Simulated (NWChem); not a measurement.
# C3H4AlF (SMILES C#[C][Al]([CH3])[F]): levels of theory compared

Wanted: a comparison of 4 runs (HF/STO-3G, HF/3-21G, B3LYP/6-31G*) of C3H4AlF. 

The calculation is run with NWChem 7.3.0.

**1. The system as given**

C3H4AlF: 9 atoms, total charge 0, spin state singlet. As SMILES, `C#[C][Al]([CH3])[F]`. The coordinates come from a PBE0-D4/def2-TZVP relaxation.

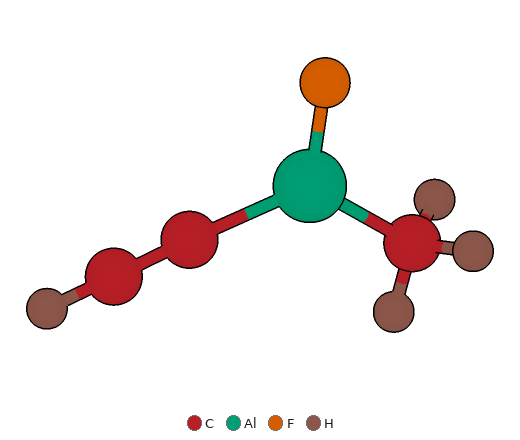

Viewed from a chosen angle; carbon red, aluminium teal, fluorine orange, hydrogen brown.

**2. Energy and gradient at HF/STO-3G (run 1)**

sp.nw

```
start sp
title "C3H4AlF gradient"
memory 2200 mb

geometry noautosym nocenter noautoz
C        0.214800       2.769900       0.344200
C        0.305500       1.631300      -0.055000
Al       0.406600      -0.178300      -0.626600
C       -0.438400      -1.662200       0.274100
F        1.286200      -0.460300      -1.993400
H        0.139200       3.776200       0.690400
H       -1.159600      -2.156900      -0.383600
H        0.298900      -2.419800       0.555700
H       -0.964600      -1.346100       1.177300
end

basis "ao basis" spherical bse
* library STO-3G
end

scf
singlet
rhf
thresh 1e-08
maxiter 80
noprint "final vectors analysis"
end

task scf gradient
```

The run is started by

```
$ nwchem sp.nw > sp.out
```

Log:

```text
[...]
  functions       =    33
[...]
  wavefunction    = RHF
[...]
         Total SCF energy =   -451.600484163479
      One-electron energy =   -986.038115396174
      Two-electron energy =    355.312608830830
 Nuclear repulsion energy =    179.125022401865
        Time for solution =      1.7s
[...]
                         RHF ENERGY GRADIENTS
    atom               coordinates                        gradient
                 x          y          z           x          y          z
   1 C       0.405913   5.234352   0.650444   -0.007308   0.084685   0.030506
   2 C       0.577311   3.082710  -0.103935    0.007492  -0.063966  -0.025946
   3 Al      0.768363  -0.336938  -1.184102   -0.010018   0.001652   0.015198
   4 C      -0.828456  -3.141103   0.517974   -0.006419  -0.010721   0.007679
   5 F       2.430566  -0.869841  -3.766980    0.018259  -0.005995  -0.028418
   6 H       0.263050   7.135983   1.304667   -0.000100   0.000676   0.000309
   7 H      -2.191326  -4.075950  -0.724899   -0.005198  -0.004559  -0.007077
   8 H       0.564839  -4.572759   1.050121    0.007044  -0.006752   0.000755
   9 H      -1.822830  -2.543760   2.224774   -0.003751   0.004980   0.006993
[...]
```

Run time: 2.8 s. Hardware: 1 thread of Intel Xeon Platinum 8559C (Emerald Rapids), shared host; peak memory 0.099 GiB.

**3. Energy and forces at HF/3-21G (run 2)**

c3h4alf.xyz

```xyz
9

C      0.214800     2.769900     0.344200
C      0.305500     1.631300    -0.055000
Al     0.406600    -0.178300    -0.626600
C     -0.438400    -1.662200     0.274100
F      1.286200    -0.460300    -1.993400
H      0.139200     3.776200     0.690400
H     -1.159600    -2.156900    -0.383600
H      0.298900    -2.419800     0.555700
H     -0.964600    -1.346100     1.177300
```

c3h4alf.nw

```
start c3h4alf
memory stack 880 mb heap 220 mb global 1100 mb
charge 0
geometry units angstrom noautosym nocenter noautoz
  load c3h4alf.xyz
end
basis "ao basis" spherical bse
  C library 3-21G
  Al library 3-21G
  F library 3-21G
  H library 3-21G
end
scf
  thresh 1e-08
  maxiter 80
end
task scf gradient
```

The run is started by

```
$ nwchem c3h4alf.nw > c3h4alf.out
```

Log:

```text
[...]
  functions       =    57
[...]
  wavefunction    = RHF
[...]
         Total SCF energy =   -454.843759856330
      One-electron energy =   -985.699284422985
      Two-electron energy =    351.730502164789
 Nuclear repulsion energy =    179.125022401865
        Time for solution =      2.1s
[...]
                         RHF ENERGY GRADIENTS
    atom               coordinates                        gradient
                 x          y          z           x          y          z
   1 C       0.405913   5.234352   0.650444   -0.001483   0.009902   0.004477
   2 C       0.577311   3.082710  -0.103935    0.003563  -0.030693  -0.012396
   3 Al      0.768363  -0.336938  -1.184102   -0.004291  -0.001754   0.005823
   4 C      -0.828456  -3.141103   0.517974    0.005507   0.010750  -0.005372
   5 F       2.430566  -0.869841  -3.766980   -0.002061   0.001987   0.003527
   6 H       0.263050   7.135983   1.304667   -0.000759   0.010901   0.003667
   7 H      -2.191326  -4.075950  -0.724899   -0.001947  -0.001145  -0.003334
   8 H       0.564839  -4.572759   1.050121    0.003399  -0.002143   0.000086
   9 H      -1.822830  -2.543760   2.224774   -0.001928   0.002195   0.003521
[...]
```

Run time: 3.3 s. Hardware: 1 thread of Intel Xeon Platinum 8559C (Emerald Rapids), shared host; peak memory 0.1 GiB.

Run 3 isn't shown in full; the table further down has it.

**4. Energy and gradient at B3LYP/6-31G(d) (Cartesian functions) (run 4)**

Changes to c3h4alf.xyz since step 3:

```diff
@@ -1,3 +1,3 @@
 9
-
+C3H4AlF
 C      0.214800     2.769900     0.344200
```

run.py

```python
from ase.io import read
from ase.calculators.nwchem import NWChem

mol = read('c3h4alf.xyz')

calc = NWChem(
    label='c3h4alf',
    theory='dft',
    memory='2200 mb',
    basis='6-31G*',
    dft={'xc': 'b3lyp', 'mult': '1', 'grid': 'xfine', 'convergence': 'energy 1e-08', 'iterations': '100', 'mulliken': None},
)
mol.calc = calc

forces = mol.get_forces()
print("Total energy (eV):", round(mol.get_potential_energy(), 6))
print("forces (eV/A):")
for s, f in zip(mol.symbols, forces):
    print(f"{s:2s} {f[0]:10.5f} {f[1]:10.5f} {f[2]:10.5f}")
print("dipole (e A):", mol.get_dipole_moment().round(4))
```

The run is started by

```
$ export ASE_NWCHEM_COMMAND="nwchem PREFIX.nwi > PREFIX.nwo"
$ python run.py
```

Log:

```text
Total energy (eV): -12490.839396
forces (eV/A):
C    -0.06253    0.78984    0.27675
C     0.05682   -0.77683   -0.26554
Al   -0.05790    0.17910    0.12881
C    -0.03162   -0.07456    0.02329
F     0.18075   -0.05358   -0.28035
H    -0.00165    0.06669    0.01795
H    -0.08377   -0.05569   -0.04494
H     0.05893   -0.08289    0.04859
H    -0.05898    0.00792    0.09544
dipole (e A): [-0.2134  0.05    0.3266]
```

The calculator wrote c3h4alf.nwi:

```
title "c3h4alf"

permanent_dir c3h4alf

scratch_dir c3h4alf

start c3h4alf

geometry units angstrom nocenter noautosym noautoz
  C  2.1479999999999999e-01 2.7698999999999998e+00 3.4420000000000001e-01
  C  3.0549999999999999e-01 1.6313000000000000e+00 -5.5000000000000000e-02
  Al 4.0660000000000002e-01 -1.7829999999999999e-01 -6.2660000000000005e-01
  C  -4.3840000000000001e-01 -1.6621999999999999e+00 2.7410000000000001e-01
  F  1.2862000000000000e+00 -4.6029999999999999e-01 -1.9934000000000001e+00
  H  1.3919999999999999e-01 3.7761999999999998e+00 6.9040000000000001e-01
  H  -1.1596000000000000e+00 -2.1568999999999998e+00 -3.8360000000000000e-01
  H  2.9890000000000000e-01 -2.4198000000000000e+00 5.5569999999999997e-01
  H  -9.6460000000000001e-01 -1.3461000000000001e+00 1.1773000000000000e+00
end

memory 2200 mb

basis noprint
   * library 6-31G*
end

dft
  xc b3lyp
  mult 1
  grid xfine
  convergence energy 1e-08
  iterations 100
  mulliken
end

task dft gradient
```

c3h4alf.nwo:

```text
Northwest Computational Chemistry Package (NWChem) 7.3.0
             --------------------------------------------------------

           Job information
           ---------------

    nwchem branch   = 7.3.0
    use scalapack   = T
    input           = c3h4alf.nwi
    prefix          = c3h4alf.
    data base       = c3h4alf/c3h4alf.db
    status          = startup
    nproc           =        1

           Memory information
           ------------------

[... 5 lines left out ...]
    hardfail = no
[... 105 lines left out ...]
  convergence criterion.
[... 43 lines left out ...]
          Spatial weights used:  Erf1
[... 32 lines left out ...]
 1-e energy   =    -984.661917
[... 43 lines left out ...]
           Coulomb energy =      398.172180474208
[... 679 lines left out ...]
          Convergence on density requested:  1.00D-05
[... 29 lines left out ...]
          total energy or number of iterations.
[... 36 lines left out ...]
                 ----------------------------------------
                 |  Time  |  1-e(secs)   |  2-e(secs)   |
                 ----------------------------------------
                 |  CPU   |       0.01   |       2.75   |
                 ----------------------------------------
                 |  WALL  |       0.01   |       2.75   |
                 ----------------------------------------

 Task  times  cpu:       34.8s     wall:       34.8s
 Total times  cpu:       34.8s     wall:       34.8s
```

It took 36 s on 1 thread of Intel Xeon Platinum 8559C (Emerald Rapids), shared host; peak memory 0.15 GiB.

**5. Overview of the runs**

| run | level | iteration cap | module | energy (Eh) | dipole moment (D) | largest force (eV/Å) | wall time |
| --- | --- | --- | --- | --- | --- | --- | --- |
| 1 | HF/STO-3G | 80 | scf | -451.600484 | 0.85 | 4.644 | 2.8 s |
| 2 | HF/3-21G | 80 | scf | -454.843760 | 2.26 | 1.712 | 3.3 s |
| 3 | B3LYP/6-31G* (spherical functions) | 100 | dft | -459.024149 | 1.89 | 0.860 | 33 s |
| 4 | B3LYP/6-31G* (Cartesian functions) | 100 | dft | -459.029885 | 1.89 | 0.839 | 36 s |

**6. Summary of results**

| quantity | value |
| --- | --- |
| run 4: total energy | -459.02988 Eh |
| run 4: dipole moment | 1.89 D |
| run 4: HOMO energy | -7.68 eV |
| run 4: LUMO energy | -1.11 eV |
| run 4: HOMO–LUMO gap | 6.58 eV |
| run 4: largest force on an atom | 0.839 eV/Å |

The dipole moment (its size) runs from 0.85 D (HF/STO-3G) to 2.26 D (HF/3-21G). Over runs 2, 3, 4 the HOMO–LUMO gap runs from 6.57 eV (B3LYP/6-31G*) to 12.96 eV (HF/3-21G). The two ends differ in method and basis. In run 1 the basis is minimal, so the values are rough. All runs together took 75 s, the longest 36 s.
